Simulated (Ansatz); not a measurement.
The starting structures come from a database of crystals and need not be the phases stable at ambient conditions.

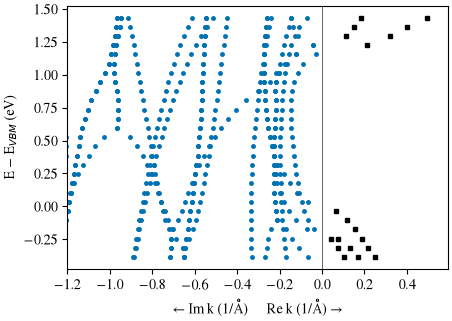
Complex bands at the centre of the two-dimensional zone; Ansatz (a program for electronic structure) with r2SCAN

The gap is the functional's own. No spin-orbit coupling. Mid-gap values are interpolated on the energy grid.

Problem. This is YAgTe₂ (P-42_1m, not sure to be the ambient phase, 8 atoms a cell, 29.9 Å³ an atom) along the normal of (110). Read off the slowest decay at the centre of the two-dimensional zone at 0.59 eV, the computed energy nearest the middle of the gap.

Solution. κ ≈ 0.14 1/Å, a decay length 1/(2κ) of the density of 3.5 Å.
